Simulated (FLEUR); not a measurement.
# TmAu: parallel and opposed starts, part 2 of 3

A self-consistent run ends on one state, which hangs on the start. Several orders of TmAu are started in FLEUR and their energies compared.

FLEUR MaX-R8.1; LDA (VWN) with U = 8.2 eV, J = 0.7 eV on Tm f; all-electron FLAPW, Dirac cores, scalar-relativistic bands.

So far, largest spin moment in the muffin-tin sphere (μB): step 2 (start 1: ferro +) 1.29.

## (3) Order 2, typed as antiferro q=(0,0,1/2) +-

Reversing part of the moments tests the sign of the couplings between them.

This order needs a doubled cell of 4 atoms. The mesh is halved along the doubled vector, so that both cells sample the same points. The k list default-1 (kpts.xml, not shown) is a Γ-centred 6×6×3 mesh.

File inp.xml:

```
<?xml version="1.0" encoding="UTF-8" standalone="no"?>
<fleurInput fleurInputVersion="0.39">
   <comment>
      TmAu
   </comment>
   <calculationSetup>
      <cutoffs Kmax="3.6" Gmax="10.8" GmaxXC="10.8" numbands="0"/>
      <scfLoop itmax="130" minDistance="0.0001" maxIterBroyd="15" imix="Anderson" alpha="0.05" precondParam="0.0" spinf="2.0" sdNocoIR="T"/>
      <coreElectrons ctail="T" frcor="F" kcrel="0" coretail_lmax="0"/>
      <xcFunctional name="vwn" relativisticCorrections="F"/>
      <magnetism jspins="2"/>
      <soc l_soc="F" theta="0.0" phi="0.0" spav="F"/>
      <expertModes spex="0" secvar="F"/>
      <geometryOptimization l_f="F" forcealpha="1.0" forcemix="BFGS" epsdisp="0.00001" epsforce="0.00001"/>
      <ldaU l_linMix="F" mixParam="0.05" spinf="1.0"/>
   </calculationSetup>
   <cell>
      <bzIntegration valenceElectrons="80.0" mode="hist" fermiSmearingEnergy="0.00293995">
         <kPointListSelection listName="default-1"/>
         <xi:include xmlns:xi="http://www.w3.org/2001/XInclude" href="kpts.xml"> </xi:include>
      </bzIntegration>
      <xi:include xmlns:xi="http://www.w3.org/2001/XInclude" href="sym.xml"> </xi:include>
      <bulkLattice scale="1.0">
         <bravaisMatrix>
            <row-1>    6.6442770540935996     0.0000000000000000     0.0000000000000000</row-1>
            <row-2>    0.0000000000000000     6.6442770540935996     0.0000000000000000</row-2>
            <row-3>    0.0000000000000000     0.0000000000000000    13.2885541081871992</row-3>
         </bravaisMatrix>
      </bulkLattice>
   </cell>
   <atomSpecies>
      <species name="Thulium (T2.001" element="Tm" atomicNumber="69">
         <mtSphere radius="2.8" gridPoints="925" logIncrement="0.014"/>
         <atomicCutoffs lmax="10" lnonsphr="8"/>
         <electronConfig flipSpins="F">
            <coreConfig>(1s1/2) (2s1/2) (2p1/2) (2p3/2) (3s1/2) (3p1/2) (3p3/2) (4s1/2) (3d3/2) (3d5/2) (4p1/2) (4p3/2) (4d3/2) (4d5/2)</coreConfig>
            <valenceConfig>(5s1/2) (5p1/2) (5p3/2) (6s1/2) (4f5/2) (4f7/2)</valenceConfig>
            <stateOccupation state="(4f5/2)" spinUp="3.0" spinDown="2.5714285714286"/>
            <stateOccupation state="(4f7/2)" spinUp="4.0" spinDown="3.4285714285714"/>
         </electronConfig>
         <energyParameters s="6" p="6" d="5" f="4"/>
         <ldaU l="3" U="8.2" J="0.7" l_amf="F"/>
         <lo type="SCLO" l="0" n="5" eDeriv="0"/>
         <lo type="SCLO" l="1" n="5" eDeriv="0"/>
      </species>
      <species name="Thulium (T-2.001" element="Tm" atomicNumber="69">
         <mtSphere radius="2.8" gridPoints="925" logIncrement="0.014"/>
         <atomicCutoffs lmax="10" lnonsphr="8"/>
         <electronConfig flipSpins="F">
            <coreConfig>(1s1/2) (2s1/2) (2p1/2) (2p3/2) (3s1/2) (3p1/2) (3p3/2) (4s1/2) (3d3/2) (3d5/2) (4p1/2) (4p3/2) (4d3/2) (4d5/2)</coreConfig>
            <valenceConfig>(5s1/2) (5p1/2) (5p3/2) (6s1/2) (4f5/2) (4f7/2)</valenceConfig>
            <stateOccupation state="(4f5/2)" spinUp="2.5714285714286" spinDown="3.0"/>
            <stateOccupation state="(4f7/2)" spinUp="3.4285714285714" spinDown="4.0"/>
         </electronConfig>
         <energyParameters s="6" p="6" d="5" f="4"/>
         <ldaU l="3" U="8.2" J="0.7" l_amf="F"/>
         <lo type="SCLO" l="0" n="5" eDeriv="0"/>
         <lo type="SCLO" l="1" n="5" eDeriv="0"/>
      </species>
      <species name="Gold (Au)" element="Au" atomicNumber="79">
         <mtSphere radius="2.8" gridPoints="925" logIncrement="0.015"/>
         <atomicCutoffs lmax="10" lnonsphr="8"/>
         <electronConfig flipSpins="F">
            <coreConfig>(1s1/2) (2s1/2) (2p1/2) (2p3/2) (3s1/2) (3p1/2) (3p3/2) (4s1/2) (3d3/2) (3d5/2) (4p1/2) (4p3/2) (5s1/2) (4d3/2) (4d5/2) (4f5/2) (4f7/2)</coreConfig>
            <valenceConfig>(5p1/2) (5p3/2) (6s1/2) (5d3/2) (5d5/2)</valenceConfig>
            <stateOccupation state="(6s1/2)" spinUp="0.500000" spinDown="0.500000"/>
         </electronConfig>
         <energyParameters s="6" p="6" d="5" f="5"/>
         <lo type="SCLO" l="1" n="5" eDeriv="0"/>
      </species>
   </atomSpecies>
   <atomGroups>
      <atomGroup species="Thulium (T2.001">
         <relPos label="                   1">1.000/2.000 1.000/2.000 .0000000000</relPos>
         <force calculate="T" relaxXYZ="TTT"/>
      </atomGroup>
      <atomGroup species="Thulium (T-2.001">
         <relPos label="                   2">1.000/2.000 1.000/2.000 1.000/2.000</relPos>
         <force calculate="T" relaxXYZ="TTT"/>
      </atomGroup>
      <atomGroup species="Gold (Au)">
         <relPos label="                   3">.0000000000 .0000000000 -1.000/4.000</relPos>
         <relPos label="                   4">.0000000000 .0000000000 1.000/4.000</relPos>
         <force calculate="T" relaxXYZ="TTT"/>
      </atomGroup>
   </atomGroups>
   <output dos="F" band="F" slice="F">
      <bandDOS minEnergy="-.5*Htr" maxEnergy="0.5*Htr" sigma="0.015" storeEVData="T"/>
      <plotting iplot="0" polar="F">
         <plot TwoD="T" vec1="  1.0  0.0  0.0" vec2="  0.0  1.0  0.0" vec3="  0.0  0.0  1.0" zero="  0.0  0.0  0.0" file="plot"/>
      </plotting>
      <moessbauerParams electricFieldGradient="F" isomerShift="F" coreHyperfine="F" valenceHyperfine="F"/>
   </output>
</fleurInput>
```

File crystal.txt:

```
TmAu
&input film=F cartesian=F /
3.51600000000  0.00000000000  0.00000000000
0.00000000000  3.51600000000  0.00000000000
0.00000000000  0.00000000000  7.03200000000
1.8897261246
1.0 1.0 1.0

4
69 0.50000000000  0.50000000000  0.25000000000 : 2.001
69 0.50000000000  0.50000000000  0.75000000000 : -2.001
79 0.00000000000  0.00000000000  0.00000000000
79 0.00000000000  0.00000000000  0.50000000000

&kpt div1=6 div2=6 div3=3 gamma=T /
```

Command:

```sh
OMP_NUM_THREADS=1 inpgen -f crystal.txt > inpgen.log  # inp.xml is then edited as shown
OMP_NUM_THREADS=1 mpirun -n 4 fleur_MPI > fleur.log
```

The program printed:

```text
[banner, memory and clock lines left out]
Welcome to FLEUR        (www.flapw.de)
      MaX-Release 8.1          (www.max-centre.eu)

 ========== k-point set info ==========
 Selected k-point list: default-1
 k-point list type: mesh
 6 x 6 x 3
 Number of k points: 20

 ------------Calculation Setup---------------------------
 Number of PE/node        :            4
 Number of OMP-threads    :            1
 k-points in parallel     :            4
 pe's per k-point         :            1
 No of k-point loops      :            5
 Eigenvalue solver        :       lapack
 Number of basis functions:          507
 Approximate size of matrices (H+S) per k-point:         0.004 GB
 Iteration:     1   Distance:      54.48456577 me/bohr^3
 Iteration:     2   Distance:      49.81321438 me/bohr^3
 Iteration:     3   Distance:      30.68196748 me/bohr^3
 Iteration:     4   Distance:      37.31919181 me/bohr^3
 Iteration:     5   Distance:      42.98828139 me/bohr^3
 Iteration:     6   Distance:      21.58721970 me/bohr^3
 Iteration:     7   Distance:      17.76729426 me/bohr^3
 Iteration:     8   Distance:      13.37929735 me/bohr^3
 Iteration:     9   Distance:      13.71180610 me/bohr^3
 Iteration:    10   Distance:      15.49155553 me/bohr^3
[... 23 iterations left out ...]
 Iteration:    34   Distance:       0.01194147 me/bohr^3
 Iteration:    35   Distance:       0.02105403 me/bohr^3
 Iteration:    36   Distance:       0.00308966 me/bohr^3
 Iteration:    37   Distance:       0.00346533 me/bohr^3
 Iteration:    38   Distance:       0.00361830 me/bohr^3
 Iteration:    39   Distance:       0.00213415 me/bohr^3
 Iteration:    40   Distance:       0.00154082 me/bohr^3
 Iteration:    41   Distance:       0.00117703 me/bohr^3
 Iteration:    42   Distance:       0.00031055 me/bohr^3
 Iteration:    43   Distance:       0.00005240 me/bohr^3

 ********************************************************************
 Run finished successfully
 Stop message:
   all done
 ********************************************************************

--- out.xml (last complete iteration) ---
<iteration numberForCurrentRun="   43" overallNumber="   43">
         [... left out ...]
         <bandgap value="0.2667121026" units="eV"/>
         <sumValenceSingleParticleEnergies value="-26.3492372732" units="Htr"/>
         <FermiEnergy value="0.3683766975" units="Htr"/>
         <valenceDensity>
            <mtCharges spin="1">
               <mtCharge atomType="1" total="11.6011993" s="1.1539450" p="3.0524722" d="0.3931597" f="6.9956834"/>
               <mtCharge atomType="2" total="9.6521590" s="1.1502301" p="3.0469594" d="0.3701718" f="5.0788680"/>
               <mtCharge atomType="3" total="8.2188540" s="0.4756442" p="3.2616383" d="4.4710790" f="0.0073714"/>
            </mtCharges>
            <mtCharges spin="2">
               <mtCharge atomType="1" total="9.6521591" s="1.1502301" p="3.0469595" d="0.3701718" f="5.0788681"/>
               <mtCharge atomType="2" total="11.6011993" s="1.1539450" p="3.0524722" d="0.3931597" f="6.9956834"/>
               <mtCharge atomType="3" total="8.2188540" s="0.4756442" p="3.2616383" d="4.4710790" f="0.0073714"/>
            </mtCharges>
            <spinDependentCharge spin="1" total="39.9999999" interstitial="2.3089336" mtSpheres="37.6910664"/>
            <spinDependentCharge spin="2" total="40.0000001" interstitial="2.3089336" mtSpheres="37.6910665"/>
            <totalCharge value="80.0000000000"/>
         </valenceDensity>
         [... left out ...]
         <magneticMomentsInMTSpheres units="muBohr">
            <globalMagMoment atomType="1" vec="0.00000   0.00000   1.94904"/>
            <localMagMoment atomType="1" vec="0.00000   0.00000   1.94904"/>
            <globalMagMoment atomType="2" vec="0.00000   0.00000  -1.94904"/>
            <localMagMoment atomType="2" vec="0.00000   0.00000  -1.94904"/>
            <globalMagMoment atomType="3" vec="0.00000   0.00000   0.00000"/>
            <localMagMoment atomType="3" vec="0.00000   0.00000   0.00000"/>
         </magneticMomentsInMTSpheres>
         [... left out ...]
         <totalEnergy value="   -65222.3394068869" units="Htr">
            <sumOfEigenvalues value="   -40038.8350952231">
               <coreElectrons value="-40012.4858579499"/>
               <valenceElectrons value="-26.3492372732"/>
            </sumOfEigenvalues>
            <densityCoulombPotentialIntegral value="-112150.4483426367"/>
            <densityEffectivePotentialIntegral value="-113831.4716388496"/>
            <chargeDenXCDenIntegral value="-1266.4279313682"/>
            <FockExchangeEnergyValence value="0.0000000000"/>
            <FockExchangeEnergyCore value="0.0000000000"/>
         [... left out ...]
            <dftUCorrection value="-3.3242180510"/>
            <tkbTimesEntropy value="0.0029623120"/>
            <freeEnergy value="-65222.3423691989"/>
            <extrapolationTo0K value="-65222.3408880429"/>
         </totalEnergy>
         [... left out ...]
         <ldaUDensityMatrixConvergence>
            <distance spin="1" distance="0.000003"/>
            <distance spin="2" distance="0.000003"/>
         </ldaUDensityMatrixConvergence>
         <densityConvergence units="me/bohr^3">
            <chargeDensity spin="1" distance="0.0000352375"/>
            <chargeDensity spin="2" distance="0.0000383743"/>
            <overallChargeDensity distance="0.0000523992"/>
            <spinDensity distance="0.0000517963"/>
         </densityConvergence>
      </iteration>
```

Run time: 46 s. Hardware: 4 MPI ranks of Intel Xeon 6975P-C (Granite Rapids), shared host; peak memory 0.37 GiB; 3.1 min of CPU time.

Spin moment in the muffin-tin sphere by atom:

```tsv
atom	spin moment in the muffin-tin sphere (μB)
Tm1	1.95
Tm2	-1.95
Au3	0.00
Au4	0.00
```

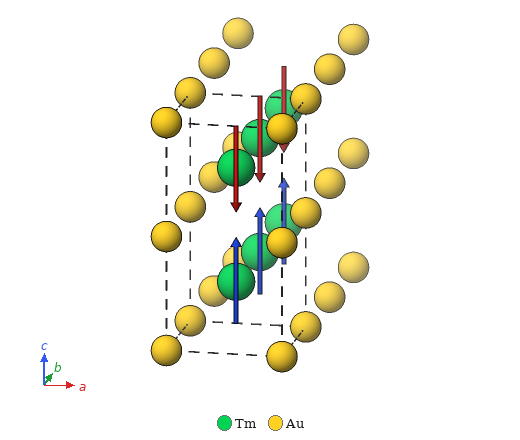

Spin moment in the muffin-tin sphere as arrows, the longest 1.95 μB. Up and down stand for the sign. Arrows give size and sign along the axis of quantisation, drawn up and down the page. The two directions have two colours. 1×3×1 cells are drawn. Some periodic images of atoms are drawn too.

Numbers from this step:

| Property | Result |
| --- | --- |
| free energy | -1774790.3501 eV |
| program's band gap on this mesh (in a metal only a level spacing) | 0.2667 eV |
| magnetization | 0 μB |
| final state | antiferromagnetic |

It lies 1834 meV a seeded atom under the first start (under a U so large a difference can come mostly from another filling of the orbitals), and its largest moment is 1.95 μB against 1.29 μB.

## (4) Run 3 (antiferro q=(1/2,1/2,1/2) +-)

Reversing part of the moments tests the sign of the couplings between them.

This order needs a doubled cell of 4 atoms. The mesh is halved along the doubled vector, so that both cells sample the same points. The k list default-1 (kpts.xml, not shown) is a Γ-centred 3×6×6 mesh.

Changes to inp.xml since step 3:

```diff
@@ -24,5 +24,5 @@
          <bravaisMatrix>
-            <row-1>    6.6442770540935996     0.0000000000000000     0.0000000000000000</row-1>
-            <row-2>    0.0000000000000000     6.6442770540935996     0.0000000000000000</row-2>
-            <row-3>    0.0000000000000000     0.0000000000000000    13.2885541081871992</row-3>
+            <row-1>   13.2885541081871992     0.0000000000000000     0.0000000000000000</row-1>
+            <row-2>    6.6442770540935996     6.6442770540935996     0.0000000000000000</row-2>
+            <row-3>    6.6442770540935996     0.0000000000000000     6.6442770540935996</row-3>
          </bravaisMatrix>
@@ -73,3 +73,3 @@
       <atomGroup species="Thulium (T2.001">
-         <relPos label="                   1">1.000/2.000 1.000/2.000 .0000000000</relPos>
+         <relPos label="                   1">1.000/2.000 1.000/2.000 1.000/2.000</relPos>
          <force calculate="T" relaxXYZ="TTT"/>
@@ -77,3 +77,3 @@
       <atomGroup species="Thulium (T-2.001">
-         <relPos label="                   2">1.000/2.000 1.000/2.000 1.000/2.000</relPos>
+         <relPos label="                   2">.0000000000 1.000/2.000 1.000/2.000</relPos>
          <force calculate="T" relaxXYZ="TTT"/>
@@ -81,4 +81,4 @@
       <atomGroup species="Gold (Au)">
-         <relPos label="                   3">.0000000000 .0000000000 -1.000/4.000</relPos>
-         <relPos label="                   4">.0000000000 .0000000000 1.000/4.000</relPos>
+         <relPos label="                   3">-1.000/4.000 .0000000000 .0000000000</relPos>
+         <relPos label="                   4">1.000/4.000 .0000000000 .0000000000</relPos>
          <force calculate="T" relaxXYZ="TTT"/>
```

File crystal.txt:

```
TmAu
&input film=F cartesian=F /
7.03200000000  0.00000000000  0.00000000000
3.51600000000  3.51600000000  0.00000000000
3.51600000000  0.00000000000  3.51600000000
1.8897261246
1.0 1.0 1.0

4
69 0.75000000000  0.50000000000  0.50000000000 : 2.001
69 0.25000000000  0.50000000000  0.50000000000 : -2.001
79 0.00000000000  0.00000000000  0.00000000000
79 0.50000000000  0.00000000000  0.00000000000

&kpt div1=3 div2=6 div3=6 gamma=T /
```

The program printed:

```text
[banner, memory and clock lines left out]
Welcome to FLEUR        (www.flapw.de)
      MaX-Release 8.1          (www.max-centre.eu)

 ========== k-point set info ==========
 Selected k-point list: default-1
 k-point list type: mesh
 3 x 6 x 6
 Number of k points: 20

 [... set-up left out ...]
 Iteration:     1   Distance:      47.75013119 me/bohr^3
 Iteration:     2   Distance:      42.85504518 me/bohr^3
 Iteration:     3   Distance:      53.87871262 me/bohr^3
 Iteration:     4   Distance:      45.30020081 me/bohr^3
 Iteration:     5   Distance:      44.80040225 me/bohr^3
[...]
[... left out ...]
            <freeEnergy value="-65222.3431024180"/>
            <extrapolationTo0K value="-65222.3423257348"/>
         </totalEnergy>
         [... left out ...]
         <ldaUDensityMatrixConvergence>
            <distance spin="1" distance="0.000003"/>
            <distance spin="2" distance="0.000002"/>
         </ldaUDensityMatrixConvergence>
         <densityConvergence units="me/bohr^3">
            <chargeDensity spin="1" distance="0.0000218996"/>
            <chargeDensity spin="2" distance="0.0000181827"/>
            <overallChargeDensity distance="0.0000187924"/>
            <spinDensity distance="0.0000355984"/>
         </densityConvergence>
      </iteration>
```

Elapsed: 41 s, on 4 MPI ranks; peak memory 0.36 GiB.

Spin moment in the muffin-tin sphere by atom:

```tsv
atom	spin moment in the muffin-tin sphere (μB)
Tm1	1.03
Tm2	-1.03
Au3	0.00
Au4	0.00
```

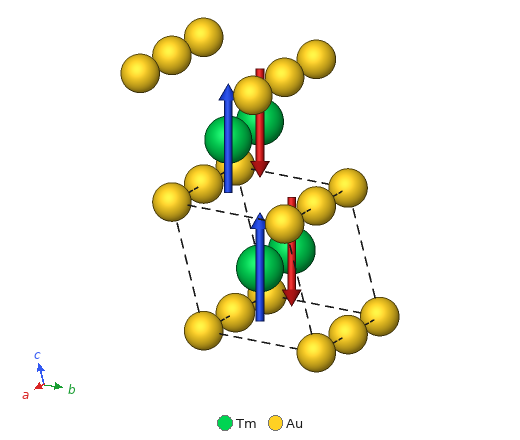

Spin moment in the muffin-tin sphere as arrows, the longest 1.03 μB. Up and down stand for the sign. Arrows give size and sign along the axis of quantisation, drawn up and down the page. The two directions have two colours. 1×1×2 cells are drawn. Some periodic images of atoms are drawn too.

This step gave:

| Quantity | Value |
| --- | --- |
| free energy | -1774790.3700 eV |
| program's band gap on this mesh (in a metal only a level spacing) | 0.03281 eV |
| magnetization | 0 μB |
| final state | antiferromagnetic |

It lies 1844 meV a seeded atom under the first start (under a U so large a difference can come mostly from another filling of the orbitals), and its largest moment is 1.03 μB against 1.29 μB.

(Part 2 of 3 ends here.)

[Logs and program files are shortened in this print: banners, set-up blocks, solver, clock and traceback lines can be left out without a mark of their own.]

[Logs are printed without paths, hosts, clocks, repeated set-up lines and the standing remarks that a program may print on its own settings, such as how far it seeks lower states.]

[Hosts, paths, dates, database ids (printed as entryN), source tags and the programs' standing remarks are cut or masked in the printed files.]

[Where a cell is said to come from a database of computed structures, the database is the Materials Project.]
